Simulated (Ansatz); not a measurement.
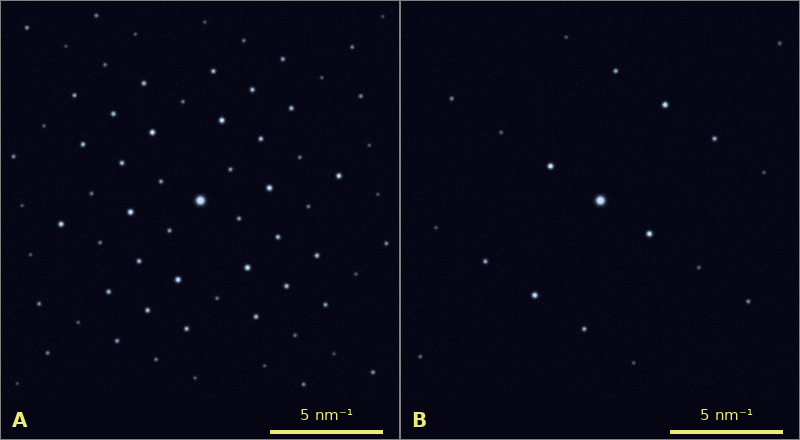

Kinematic electron diffraction patterns (120 kV, B = 0.5 Å², same scale, each along a low-index zone) of two structures of composition CsAl2, each relaxed at zero pressure with DFT r2SCAN, scalar-relativistic, plane waves, PAW in Ansatz.

The structures (standard cells):
1. I4/mmm (No. 139), a = 3.852 Å, c = 13.849 Å, 6 atoms; generated start, possibly hypothetical
2. Fd-3m (No. 227), a = 8.917 Å, 24 atoms; generated start, possibly hypothetical

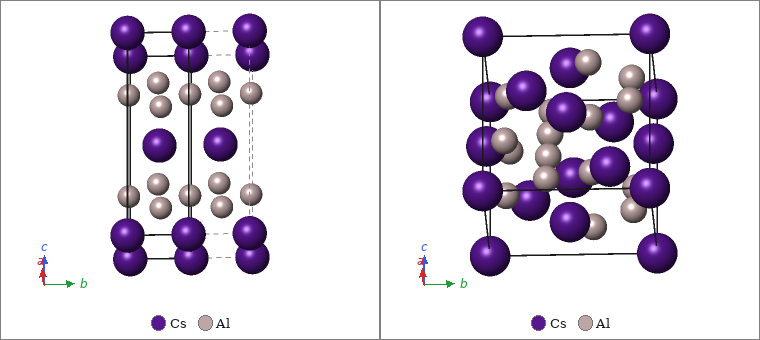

Drawings of the structures 1 to 2, from left to right (each may span several cells).

Which pattern belongs to which structure, and along which zone?

A is structure 2 along [110] or an equivalent direction: centred rectangular net of -1 1 -1 at d = 5.15 Å and -1 1 1 at d = 5.15 Å, 70.5° apart (some points of this net are extinct or too weak to see). B is structure 1 along [101] or an equivalent direction: rectangular net of 1 0 -1 at d = 3.71 Å and 0 2 0 at d = 1.93 Å, 90.0° apart.

Rank the structures by their computed energy.

Structure 1 (I4/mmm, 34.24 Å³ an atom) is the lowest of these; structure 2 (Fd-3m, 29.54 Å³ an atom) lies about 68 meV an atom higher. These are static energies at 0 K; other structures, not shown, may lie lower still.
